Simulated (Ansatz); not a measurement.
# Phonon transport in CeO2 (Fm-3m), part 2 of 2

How well does the lattice of CeO2 conduct heat?

What experiment has found for this phase:
- thermal conductivity 10.8 W/m/K near room temperature (given in “Predicting the lattice thermal conductivity of solids by solving the Boltzmann transport equation: AFLOW - AAPL an automated, accurate and efficient framework”, 2017, arXiv:1611.05481)

Ansatz 0.2.0; DFT LDA, scalar-relativistic, plane waves, PAW; PAW set soft_1.

So far. Step 2 (Probe on a coarse mesh): The start is under -5.2 GPa at this level and looks like an insulator or semiconductor on this mesh. Step 4 (Relaxing to small residual forces and stress): The residual pressure is -0.0030 GPa, small enough for phonons. The relaxed cell has a = 5.359 Å (conventional setting).

## (6) Anharmonic force constants and conductivity

Pairs of atoms inside the cutoff are displaced in a supercell, the forces give the cubic constants, and these give the three-phonon rates of the Boltzmann equation.

The input, input.yaml:

```yaml
crystal:
  lattice:
    - [0.0, 2.6794360517, 2.6794360517]
    - [2.6794360517, 0.0, 2.6794360517]
    - [2.6794360517, 2.6794360517, 0.0]
  atoms:
    - { symbol: Ce, position: [0.0, 0.0, 0.0] }
    - { symbol: O, position: [0.25, 0.25, 0.25] }
    - { symbol: O, position: [0.75, 0.75, 0.75] }
kpoints:
  mp_grid: { grid: [12, 12, 12] }
hamiltonian:
  xc: lda
  pseudopotentials: { kind: paw, azcp: { folder: soft_1 }, xc_functional: pbe }
scf:
  occupations: { method: fixed }
  lower_state_search: "off"
output:
  eigenvalues: true
phonons:
  method: fd
  dielectric: true
  qmesh: [6, 6, 6]
  temperatures: { t_max: 1000, t_step: 50 }
  qpath:
    path:
      - [[0.0, 0.0, 0.0], [0.5, 0.0, 0.5], [0.5, 0.25, 0.75], [0.375, 0.375, 0.75], [0.0, 0.0, 0.0], [0.5, 0.5, 0.5], [0.625, 0.25, 0.625], [0.5, 0.25, 0.75], [0.5, 0.5, 0.5], [0.375, 0.375, 0.75]]
      - [[0.625, 0.25, 0.625], [0.5, 0.0, 0.5]]
    npoints: 10
  third_order: { supercell: [3, 3, 3], pair_cutoff: 4.791 }
  lattice_thermal_conductivity:
    qmesh: [19, 19, 19]
    temperatures: [100.0, 150.0, 200.0, 300.0, 400.0, 500.0, 600.0, 800.0]
    isotope_mass_variance:
      - { species: Ce, variance: 2.25e-05 }
      - { species: O, variance: 3.359e-05 }
    solution: relaxation_time
```

Launch:

```console
ansatz run input.yaml --threads 18 --pin off --max-ram 92160MiB --backend cuda --events-out ev --progress --plain --runs-dir out --max-vram 78GiB
```

Numbers of over 12 decimals in the logs are rounded to 6 here.

Log:

```text
Warning: phonons: the dynamical matrix that this run interpolates holds no multipole term above the dipole-dipole one, and a site of this crystal is no centre of inversion, so its interpolated transverse optical and acoustic branches and sound speeds can stay off near Gamma, and the density of states and the thermodynamics with them. What a run solves at a wave vector of phonons.qpoints, Gamma apart, where the deck admits one, is free of this, and under fd what a larger phonons.supercell samples
Warning: phonons.dielectric: true without phonons.rigid_motions: the static dielectric tensor ε⁰ will be withheld (ε∞, Z* and the rows of modes are given); for a crystal or a slab, whose only rigid motions are the translations, set phonons.rigid_motions: translations
Warning: phonons.third_order: as it is cut ahead of every solve, the batch solves 157 displaced supercells where 121 would do. It runs under 48 of the 1296 operations that the crystal's space group holds on the batch's supercell: the run's FFT boxes carry no more. The force constants lose no accuracy. For the smaller batch, try basis.xc_grid above 1 where it is 1, a denser FFT box (accuracy: high where it is lower, or a larger basis.ecutrho_ratio), or the same crystal shifted so that one of its atoms lies at the cell's origin: each can bring back operations that the batch needs, and none is sure to; [rest of the remark cut]
[...]
Crystal: 18 atoms, lattice volume = 230.840 Å³
Basis set: ecut = 420 eV, 4459 PW (Γ), FFT grids on a1, a1+a2, 2a1+a3
Bands: 90, of which v1, the nominal top of the filled ones, is band 72 counted from 1 (71 counted from 0)
Symmetry: 24 space group operations
k-points: 94 of 288
[...]
SCF iter   1: F=—  HF=-45082.972867 eV  |F-HF|=—  |Δ(HF+E_count)|=         —  Δρ=1.65e-8  dr2=6.77e-13  ethr=1.00e-12  ⟨swp⟩=3.0  Hψ=22372  notcnv=0
[...]
SCF iter   2: F=-45082.972867 eV  HF=-45082.972867 eV  |F-HF|=7.28e-12  |Δ(HF+E_count)|=  1.46e-11  Δρ=6.67e-9  dr2=1.25e-13  ethr=1.00e-12  ⟨swp⟩=3.0  Hψ=20955  notcnv=0
SCF 1 converged in 2 iterations: F = -45082.972867 eV  dr2 = 1.25e-13
[...]
Crystal: 3 atoms, lattice volume = 38.473 Å³
Basis set: ecut = 420 eV, 749 PW (Γ), exchange–correlation on 54×54×54 points (8 copies of the dense FFT grid, shifted against one another)
Bands: 16, of which v1, the nominal top of the filled ones, is band 12 counted from 1 (11 counted from 0)
Symmetry: 48 space group operations
k-points: 163 of 1728 (irreducible under 8 space group operations, time reversal used)
[...]
SCF 2 converged in 2 iterations: F = -7513.828812 eV  dr2 = 1.83e-12
[...]
symmetry images taken by strict's conditions (phonons.symmetry_images: auto; settled by no image being taken that strict refuses)
  supercell 10 (6 cells, vectors [1, 0, 0], [0, 1, 0], [0, 0, 6] in multiples of the cell's): 3 displaced members by 0.0025 Å; free energy -45082.972866 eV; taken off its force constants: by the sum rule 5.2e-4, by the symmetrisation 7.6e-5 eV/Å²; Γ matrix within 2.2e-4 eV/Å² of supercell 1's
[...]
q = [0.0000, 0.0000, 0.0000] (star 1, supercell 1; hermiticity 5.58e-17, symmetrization 4.19e-6): -0.00 0.00 0.00 292.84 292.84 292.84 444.80 444.80 444.80
[...]
joined force constants: q→R imaginary residual 9.59e-19
  density of states and harmonic sums: on the 24×24×24 q-mesh, interpolated from the force constants of a 6×6×6 supercell (with the dipole–dipole term)
  largest difference from the sums on the solved wave vectors: F 3.75e-3 eV, S 4.94e-6 and C_V 1.16e-6 eV/K
  zero-point energy: 0.172565 eV/cell   skipped modes (ω ≤ 0): 3   left out of the sums: 2.41e-5 of the cell's modes: C_V's classical limit lies that fraction below 3 k_B per atom; for a crystal, a wire or a layer, F and S can be off by more, and a phonons.interpolated_qmesh denser along its periods is the remedy for the sampling
--- Third-order force constants: 171 member SCFs in a 3×3×3 supercell (pair cutoff 4.791 Å, amplitude 0.03 Å, SCF threshold 1.00e-9 eV, Σ member SCF iterations 2170) ---
[...]
sum-rule residual: 7.737e-1 → 2.361e-14 eV/Å³; symmetrization residual: 1.096e-2 eV/Å³; largest sum-rule correction relative to its orbit: 2.049e-1, on the orbit of the block of home site 0 with site 2 of cell (-2, -1, 0) and site 2 of cell (-2, -1, 0), whose norm before the correction was 1.043e0 eV/Å³
--- Lattice thermal conductivity: 19×19×19 mesh (220 irreducible points), tetrahedron method ---
  three-phonon and isotope scattering only; four-phonon, boundary and, in a metal, phonon-electron scattering are left out
  each conductivity is what the modes' populations carry and what the coherences between them add
  conductivity (a third of the tensor's trace), W/(m K), in the relaxation-time approximation:
       T (K)   relaxation time
      100.00           64.9207
      150.00           35.9650
      200.00           25.4846
      300.00           16.5184
      400.00           12.3810
      500.00            9.9651
      600.00            8.3734
      800.00            6.3987
```

Wall time 30 min (1 × NVIDIA GB200 with 18 threads of Arm Neoverse V2, shared host); peak memory 4.8 GiB.

Numbers from this step:

```yaml
lowest_frequency_on_the_path: 0 cm⁻¹
zero_point_energy: 0.1726 eV/cell
point_group: m-3m
highest_frequency: 582.3 cm⁻¹
debye_temperature_from_the_second_moment: 631 K
kappa_at_300_k_relaxation_time: 16.52 W/m/K
dipole_term: run
mean_free_path_at_half_of_kappa: 14.1 nm
share_of_kappa_above_the_three_lowest_branches: 0.266
third_order_blocks: 2787
periodic_aliases_dropped: 612
largest_relative_sum_rule_correction: 0.2049
displaced_cells_third_order: 171
```

LO-TO term included. Phonon branches along the path, in cm⁻¹:

```
    point  branch 1  branch 2  branch 3  branch 4  branch 5  branch 6  branch 7  branch 8  branch 9
        Γ         0         0         0       293       293       445       445       445       543
        X       142       142       198       248       248       265       448       448       582
        W       143       204       204       219       228       371       371       472       567
        K       138       178       208       226       288       291       427       453       568
        Γ         0         0         0       293       293       445       445       445       543
        L       121       121       219       352       352       382       382       410       517
        U       138       178       208       226       288       291       427       453       568
        W       143       204       204       219       228       371       371       472       567
        L       121       121       219       352       352       382       382       410       517
        K       138       178       208       226       288       291       427       453       568
jump to U       138       178       208       226       288       291       427       453       568
        X       142       142       198       248       248       265       448       448       582
```

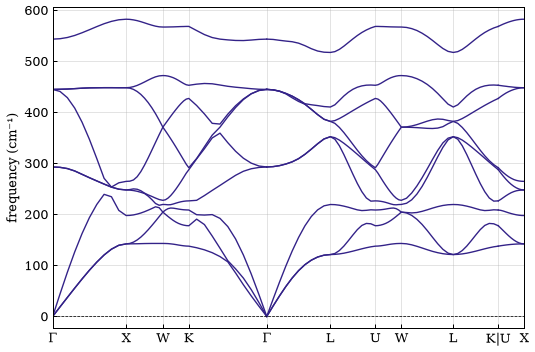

Phonon branches along the path.

The lattice thermal conductivity, RTA xx by temperature:

```
temperature (K)  lattice thermal conductivity, RTA xx (W/m/K)
            100                                          64.9
            150                                          36.0
            200                                          25.5
            300                                          16.5
            400                                          12.4
            500                                          9.96
            600                                          8.37
            800                                          6.40
```

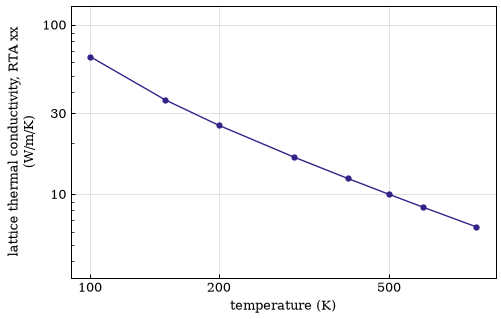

Lattice thermal conductivity, RTA xx, plotted against temperature.

The modes has structure finer than the step of the table below, so its rows give means over 25 cm⁻¹, whole bins alone (the curve runs from -10 to 610 cm⁻¹). Peaks (cm⁻¹: height): Ce 134.2: 0.0378, 208.2: 0.0259; O 286.1: 0.0226, 449.7: 0.0464, 547.1: 0.0233.

Phonopy on the run's constants, 19x19x19 mesh, Gaussian sigma 4.4 cm⁻¹. Table of modes by wavenumber; means over each step; values in 1/cm⁻¹/cell:

| wavenumber (cm⁻¹) | Ce | O |
| --- | --- | --- |
| 25 | 4.2e-4 | 9.1e-5 |
| 50 | 0.00163 | 3.3e-4 |
| 75 | 0.00408 | 6.9e-4 |
| 100 | 0.0106 | 0.00119 |
| 125 | 0.0316 | 0.00147 |
| 150 | 0.0189 | 9.1e-4 |
| 175 | 0.0123 | 8.5e-4 |
| 200 | 0.0182 | 0.00445 |
| 225 | 0.0108 | 0.00867 |
| 250 | 0.00334 | 0.0163 |
| 275 | 0.00278 | 0.0205 |
| 300 | 0.00178 | 0.0198 |
| 325 | 7.9e-4 | 0.0172 |
| 350 | 4.2e-4 | 0.0159 |
| 375 | 1.8e-4 | 0.0146 |
| 400 | 7.1e-5 | 0.0167 |
| 425 | 1.6e-4 | 0.0206 |
| 450 | 2.6e-4 | 0.0363 |
| 475 | 2.1e-5 | 0.00487 |
| 500 | 8.0e-8 | 3.7e-5 |
| 525 | 3.0e-4 | 0.00595 |
| 550 | 0.00108 | 0.0217 |
| 575 | 1.4e-4 | 0.0107 |

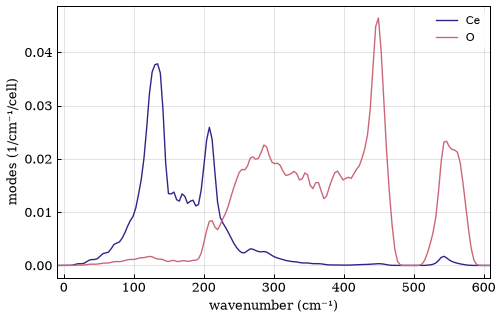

Modes against wavenumber.

Distinct triplets, nearest first. Third order norms, by row:

| sites | side 1 (Å) | side 2 (Å) | side 3 (Å) | norm of the 27 components (eV/Å³) |
| --- | --- | --- | --- | --- |
| Ce-Ce-Ce | 0 | 0 | 0 | 0 |
| O-O-O | 0 | 0 | 0 | 41.13 |
| Ce-O-O | 0 | 2.32 | 2.32 | 20.28 |
| Ce-O-Ce | 0 | 2.32 | 2.32 | 20.91 |
| Ce-O-O | 2.32 | 2.32 | 2.68 | 1.927 |
| O-O-O | 0 | 2.68 | 2.68 | 6.745 |
| Ce-O-O | 2.32 | 2.32 | 3.79 | 1.847 |
| Ce-O-Ce | 2.32 | 2.32 | 3.79 | 2.949 |
| O-O-O | 2.68 | 2.68 | 3.79 | 0.481 |
| Ce-Ce-Ce | 0 | 3.79 | 3.79 | 7.684 |
| Ce-Ce-Ce | 3.79 | 3.79 | 3.79 | 0.732 |
| O-O-O | 0 | 3.79 | 3.79 | 1.67 |
| O-O-O | 3.79 | 3.79 | 3.79 | 0.059 |
| O-O-O | 3.79 | 3.79 | 3.79 | 0.159 |
| Ce-O-O | 2.32 | 2.68 | 4.44 | 0.797 |
| Ce-O-O | 2.32 | 3.79 | 4.44 | 0.388 |
| Ce-O-Ce | 2.32 | 3.79 | 4.44 | 0.722 |
| Ce-O-O | 0 | 4.44 | 4.44 | 0.987 |
| Ce-O-O | 3.79 | 4.44 | 4.44 | 0.162 |
| Ce-O-O | 3.79 | 4.44 | 4.44 | 0.065 |
| Ce-O-O | 2.68 | 4.44 | 4.44 | 0.236 |
| Ce-O-Ce | 3.79 | 4.44 | 4.44 | 0.238 |
| Ce-O-Ce | 3.79 | 4.44 | 4.44 | 0.176 |
| Ce-O-Ce | 0 | 4.44 | 4.44 | 1.239 |
| Ce-O-O | 2.32 | 2.32 | 4.64 | 0.975 |
| O-O-O | 2.68 | 3.79 | 4.64 | 0.131 |
| O-O-O | 2.68 | 3.79 | 4.64 | 0.221 |
| Ce-O-O | 4.44 | 4.44 | 4.64 | 0.122 |
| Ce-O-O | 2.32 | 4.44 | 4.64 | 0.22 |
| O-O-O | 0 | 4.64 | 4.64 | 0.374 |

Born charge (rows field, columns displacement) (e), principal values of the symmetric part by kind of site:

```
atom  atoms with these values    low  middle   high   mean
 Ce1                        1   5.77    5.77   5.77   5.77
  O2                        2  -2.89   -2.89  -2.89  -2.89
```

In full for O2:

```
-2.89  0.00  0.00
 0.00 -2.89  0.00
 0.00  0.00 -2.89
```

RTA, 300 K. Kappa by branch, by row:

```csv
branch (by rank),mean frequency (THz),mean rms speed (km/s),median lifetime (ps),share of kappa
1,3.58,1.38,4.7,0.168
2,4.23,2.74,3.21,0.288
3,5.97,2.3,1.62,0.278
4,7.96,2.79,0.958,0.056
5,8.91,3.56,0.888,0.073
6,10.38,4.09,0.884,0.091
7,12.38,2.68,0.827,0.037
8,13.49,1.17,0.762,0.007
9,16.56,1.26,0.221,0.002
```

Spectral kappa at 300 K, relaxation time (W/m/K/THz) against frequency; read off at these points:

```csv
frequency (THz),"spectral kappa at 300 K, relaxation time (W/m/K/THz)"
0.25,0
1.25,3.27
1.75,2.49
2.75,2.42
4.25,2.07
5.25,1.45
6.75,0.326
8.25,0.852
8.75,1.06
9.25,1.03
10.75,0.803
12.25,0.397
13.25,0.154
14.75,0
15.75,0.00499
17.25,0.00477
```

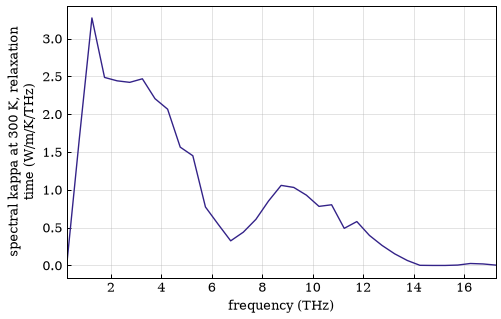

Spectral kappa at 300 K, relaxation time (W/m/K/THz), plotted against frequency.

Relaxation-time solution. The share of κ carried by shorter paths by mean free path:

| mean free path (nm) | 100 K | 300 K | 800 K |
| --- | --- | --- | --- |
| 0.316 | 0 | 0.001 | 0.005 |
| 0.681 | 0 | 0.002 | 0.03 |
| 1.47 | 0 | 0.012 | 0.268 |
| 3.16 | 0 | 0.096 | 0.443 |
| 6.81 | 0.003 | 0.345 | 0.587 |
| 14.7 | 0.036 | 0.506 | 0.697 |
| 31.6 | 0.11 | 0.622 | 0.793 |
| 46.4 | 0.179 | 0.682 | 0.861 |
| 100 | 0.363 | 0.8 | 0.929 |
| 215 | 0.49 | 0.899 | 1 |
| 464 | 0.615 | 0.962 | 1 |
| 1000 | 0.752 | 1 | 1 |
| 2150 | 0.827 | 1 | 1 |
| 4640 | 1 | 1 | 1 |

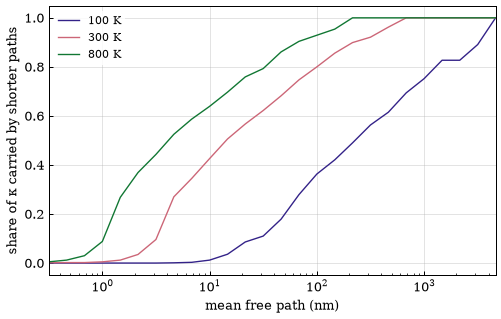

Share of κ carried by shorter paths against mean free path.

300 K; a sample spread over frequency. Mode lifetimes, by row, the first 40 of 90 rows:

```csv
q1,q2,q3,branch,frequency (THz),rms speed (km/s),three-phonon rate (1/ps),isotope rate (1/ps),lifetime (ps),mean free path (nm)
0,0.0526,0.0526,1,0.589,2.99,0.0128,8.69e-8,78.1,233
0,0.1579,0.1579,1,1.75,2.91,0.094,1.41e-5,10.6,30.9
0,0.2105,0.2105,1,2.311,2.79,0.171,4.84e-5,5.86,16.4
0,0.1579,0.2632,2,2.71,3.38,0.203,1.07e-4,4.93,16.7
0.0526,0.2632,0.3158,1,2.96,2.84,0.234,1.71e-4,4.26,12.1
0,0.1053,-0.2632,1,3.214,1.72,0.141,3.27e-4,7.09,12.2
0,0.1053,0.1579,3,3.402,6.14,0.0635,4.10e-4,15.6,96.1
0,0.0526,0.4211,1,3.5,0.95,0.154,6.33e-4,6.45,6.1
0,0,0.4737,1,3.625,0.24,0.16,0.00103,6.22,1.48
0.0526,0.1579,-0.3684,1,3.715,0.74,0.187,0.00122,5.33,3.94
0,0.3158,0.4211,1,3.779,1.72,0.24,0.00122,4.15,7.16
0,0.0526,0.2105,3,3.871,5.16,0.195,0.00121,5.1,26.4
0,0.3158,-0.3158,1,3.968,0.63,0.242,0.00152,4.11,2.6
0.1579,0.3158,-0.3684,1,4.045,0.8,0.261,0.00161,3.81,3.05
0.0526,0.3684,-0.3684,1,4.124,0.55,0.272,0.00168,3.66,2.01
0.1053,0.4211,-0.4211,1,4.21,0.66,0.29,0.00179,3.43,2.26
0.1579,0.4737,-0.3684,1,4.273,0.27,0.309,0.00128,3.22,0.866
0,0.1579,-0.4737,2,4.494,2.82,0.33,6.43e-4,3.02,8.52
0.1053,0.2105,-0.4211,2,4.715,2.96,0.378,7.04e-4,2.64,7.82
0.0526,0.1053,0.3158,3,5.006,3.89,0.304,7.09e-4,3.29,12.8
0.0526,0.3158,-0.4211,2,5.198,2.32,0.458,8.35e-4,2.18,5.06
0,0.1579,0.3158,3,5.491,3.65,0.327,8.14e-4,3.05,11.1
0.1053,0.3684,-0.3158,2,5.772,1.87,0.512,7.83e-4,1.95,3.64
0,0.2632,-0.2632,3,5.982,0.45,0.463,0.00119,2.16,0.961
0.0526,0.2105,0.4211,3,6.078,2.19,0.504,0.00188,1.98,4.34
0.0526,0.4211,-0.4211,3,6.204,1.84,1.37,6.98e-4,0.729,1.34
0.1053,0.4211,-0.3158,3,6.288,1.09,0.971,0.00166,1.03,1.12
0,0.2632,0.3158,3,6.372,3.78,0.367,0.00256,2.71,10.2
0,0.0526,0.4737,3,6.496,0.86,0.689,0.00146,1.45,1.24
0.1053,0.3684,-0.4211,3,6.711,2.01,0.926,7.60e-4,1.08,2.17
0.1579,0.4211,-0.4211,4,6.908,3.62,1.12,7.69e-4,0.892,3.23
0.1053,0.4737,-0.3684,4,7.091,1.76,1.04,8.40e-4,0.961,1.69
0.1053,0.3684,-0.4737,4,7.263,3.81,1.04,0.00138,0.958,3.65
0,0.4737,-0.4737,4,7.406,0.34,0.877,0.00152,1.14,0.386
0.0526,0.4211,-0.4737,5,7.548,1.87,0.87,0.00148,1.15,2.15
0.1053,0.4211,-0.3158,5,7.713,4.02,1.16,0.00184,0.863,3.47
0.0526,0.2105,-0.2105,4,7.879,2.06,1.06,0.0019,0.938,1.93
0.1053,0.3158,-0.4211,5,8.004,3.66,1.28,0.00212,0.782,2.86
0,0.2632,0.2632,5,8.097,1.01,0.966,0.00216,1.03,1.04
0,0.2105,0.3158,4,8.264,1.49,0.942,0.00236,1.06,1.58
```

Without the LO-TO term. Gamma linewidths, by row:

```csv
branch,frequency (cm⁻¹),three-phonon rate (1/ps),isotope rate (1/ps),FWHM (cm⁻¹)
4,292.8,0.407,0.00277,2.18
5,292.8,0.407,0.00277,2.18
6,292.8,0.407,0.00277,2.18
7,444.8,1.26,0.0162,6.78
8,444.8,1.26,0.0162,6.78
9,444.8,1.26,0.0162,6.78
```

W/m/K, third of the trace; RTA populations with a boundary rate v/L added to each mode (Matthiessen's rule). Kappa by grain size, by row:

```csv
T (K),bulk,10 nm,30 nm,100 nm,300 nm,1000 nm,10000 nm,100000 nm
100,64.83,6.187,12.94,23.63,34.66,46.05,60.47,64.3
300,16.11,6.557,9.379,12.06,13.91,15.18,15.99,16.1
600,7.884,4.344,5.595,6.658,7.298,7.667,7.86,7.881
```

W/m/K, third of the trace; RTA populations with the isotope rates scaled. Kappa by mass disorder, by row:

| T (K) | no isotopes | as typed | variance x 3 | variance x 10 | variance x 30 |
| --- | --- | --- | --- | --- | --- |
| 100 | 65.53 | 64.83 | 63.56 | 59.98 | 53.25 |
| 300 | 16.15 | 16.11 | 16.04 | 15.79 | 15.17 |
| 600 | 7.893 | 7.884 | 7.866 | 7.806 | 7.646 |

At 300 K the relaxation-time value is 16.5 W/(m K).

## (7) Outcome

```yaml
highest_frequency: 582.3 cm⁻¹
debye_temperature_from_the_second_moment: 631 K
kappa_at_300_k_relaxation_time: 16.52 W/m/K
mean_free_path_at_half_of_kappa: 14.1 nm
share_of_kappa_above_the_three_lowest_branches: 0.266
```

In words: The lattice of CeO2 conducts 16.5 W/(m K) at 300 K by LDA (mean over directions, relaxation-time solution). Above 300 K the relaxation-time κ falls as T^-0.97, near the 1/T law of three-phonon scattering. Grains of 100 nm would keep 75 % of the bulk value at 300 K, and grains of 1 µm 94 %. Removing the natural isotope disorder raises κ at 300 K by 0 %. A measured thermal conductivity near room temperature is 10.8 W/m/K (arXiv:1611.05481); the calculated 16.5 W/m/K differs by +53 %. The relaxed cell is 3 % smaller in volume than the database cell, which stiffens most phonons and usually raises κ; no run here tested that. Four-phonon, defect and boundary scattering, which are left out, would lower the calculated value; thermal expansion is left out too. The last run computed the relaxation-time solution alone; it counts normal processes as resistive, so the full solution usually lies higher, most of all in good conductors. The sum rules changed one orbit of cubic constants by up to 20 %; by the manual a large change points to a short cutoff or, on a small and distant orbit, to noisy forces. The conductivities include the coherence part between close branches; the shares for grains, isotopes, branches and paths are of the relaxation-time populations alone. Cubic couplings among atoms farther apart than the pair cutoff are dropped, and neither the cutoff nor the q-mesh was shown to be converged here. The interpolation has no quadrupole term, so branches near the zone centre are less sure, since this crystal has sites that are not centres of inversion. The PAW files were made for PBE and are used here under another functional, for which the program regenerates the frozen cores.

[Logs are printed without paths, hosts, clocks, repeated set-up lines and the standing remarks that a program may print on its own settings, such as how far it seeks lower states.]

[Hosts, paths, dates, database ids (printed as entryN), source tags and the programs' standing remarks are cut or masked in the printed files.]

[A step with changed settings may run another functional than the one named; its input shows which.]
